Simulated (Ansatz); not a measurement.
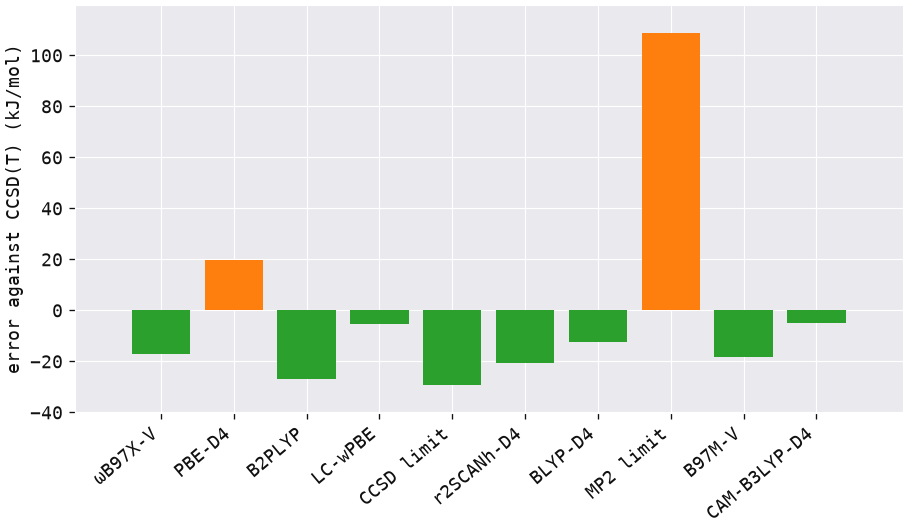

Error in the electronic atomisation energy (method less reference, so positive means overbinding) of SiF₃, SMILES F[Si](F)F, doublet: functionals in def2-TZVPP against frozen-core CCSD(T) at the limit (MP2 extrapolated from triple and quadruple zeta, plus CCSD(T) less MP2 in a smaller set), which gives 1700.2 kJ/mol, at a PBE0-D4/def2-TZVP geometry (a minimum by its frequencies), no zero-point or spin-orbit term, the Ansatz code. The reference leaves out core correlation, a term that grows with the number of heavy atoms. B2PLYP holds a correlation term that converges slowly with the basis, so part of the distance to the limit is basis error. No dispersion term is added to B2PLYP and LC-wPBE. Limit means the basis limit.

What range do the values span?

Answer. From −29.4 kJ/mol (CCSD limit) to 108.9 kJ/mol (MP2 limit).

Give the values.

Answer.
```csv
level,kJ/mol
ωB97X-V,−17.2
PBE-D4,19.7
B2PLYP,−26.8
LC-wPBE,−5.5
CCSD limit,−29.4
r2SCANh-D4,−20.8
BLYP-D4,−12.3
MP2 limit,108.9
B97M-V,−18.2
CAM-B3LYP-D4,−5.0
```
